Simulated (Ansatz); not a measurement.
Input

```
crystal:
  periodic: [false, false, false]
  atoms:
    - {symbol: F, position_ang: [0.444763, -0.482462, 2.263570]}
    - {symbol: C, position_ang: [0.257986, -0.225362, 0.981442]}
    - {symbol: C, position_ang: [1.228196, -0.283506, 0.030117]}
    - {symbol: B, position_ang: [0.439338, 0.100624, -1.219070]}
    - {symbol: Si, position_ang: [-1.219643, 0.285852, -0.087936]}
    - {symbol: H, position_ang: [2.267767, -0.546837, 0.212929]}
    - {symbol: H, position_ang: [0.800089, 0.205950, -2.348444]}
    - {symbol: H, position_ang: [-2.326859, -0.709210, -0.118085]}
    - {symbol: H, position_ang: [-1.803138, 1.608551, 0.268378]}
basis:
  gaussian: {orbitals: def2-TZVPP}
hamiltonian: {xc: pbe0, dispersion: d4}
output: {orbitals: {seedname: orbitals}}
```

Run with:

```sh
ansatz run in.yaml --threads 2 --pin off --events-out ev --progress --plain --max-ram 4352MiB
```

Geometry: PBE0-D4/def2-TZVP.

Theory: RKS PBE0-D4/def2-TZVPP (Ansatz).

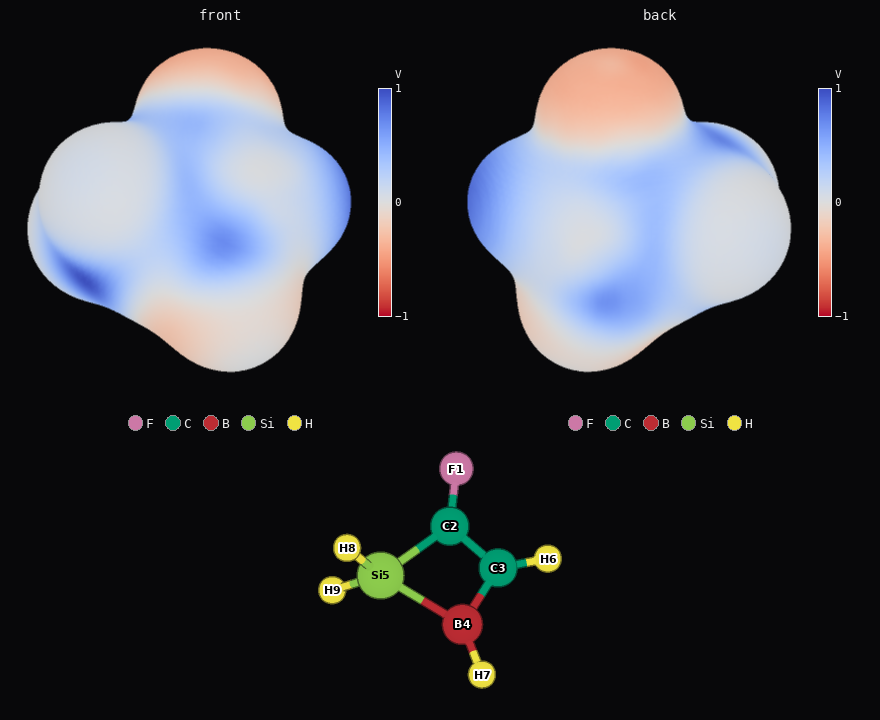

C₂H₄BFSi (SMILES FC1=CB[SiH2]1). The electrostatic potential painted on the density surface at 0.001 e/bohr³, seen from the front and from behind; red is negative and blue positive. The bare structure is drawn below in the same view.

**Where is the surface potential most negative and most positive?**

The most negative region (about −0.4 V, or −9 kcal/mol for a unit charge) lies over F1, the most positive (about +0.9 V, or +21 kcal/mol for a unit charge) over Si5.
